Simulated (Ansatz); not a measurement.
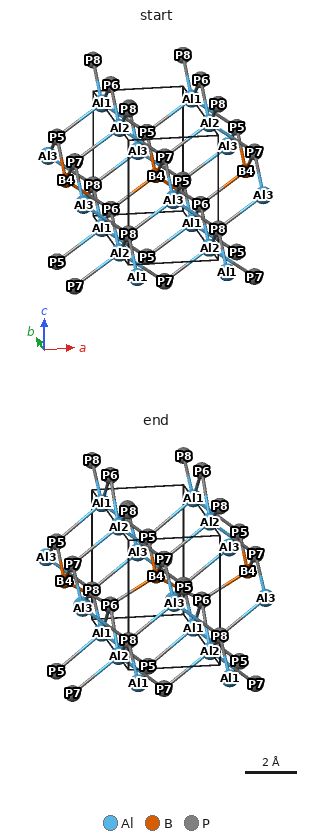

The structure of crystalline Al₃BP₄ (a generated structure, set up in Pmm2) (coarse preliminary run) before (top) and after (bottom) a relaxation, at one scale.

The picture is a ball-and-stick view of the cell of the calculation, seen slightly off an axis.

These are results of Ansatz 0.2.0, DFT PBE, scalar-relativistic, plane waves, PAW, not measurements. Settings: plane-wave cutoff 420 eV; k-point mesh 6 × 4 × 4; occupations gaussian; smearing width 0.1 eV; no spin polarisation; cell and atoms relaxed; force threshold 0.04 eV/Å; at most 70 steps.

> Describe what moved and what it gained.

The largest move relative to the cell is that of P6, 0.30 Å along +c. By element the largest moves are P 0.30 Å, Al 0.14 Å, B 0.05 Å. Cell: a 3.625 → 3.691 Å (+1.8 %), b 7.250 → 7.470 Å (+3.0 %), c 5.126 → 5.325 Å (+3.9 %). Volume +9.0 %. Among the contacts that change: B4–P5 2.220 → 2.012 Å, Al3–P5 2.220 → 2.420 Å, Al1–P6 2.220 → 2.367 Å, Al1–P5 2.220 → 2.355 Å. Among the angles between lasting bonds that change: Al1–P6–Al2 109.5° → 93.4°, P5–Al3–P7 109.5° → 119.4°, B4–P6–B4 109.5° → 119.2°. The space group stays Pmm2 (No. 25). After 4 accepted moves (5 points after the start) the energy has fallen by 245 meV per atom. Largest force component: 4 eV/Å at the start, 0.021 eV/Å at the end. Pressure: 14.20 GPa at the start and 0.11 GPa at the end. At 1 point the geometry stayed and the basis and grid were re-selected for the new cell (energy shift of 0.8 meV per atom at most each time).
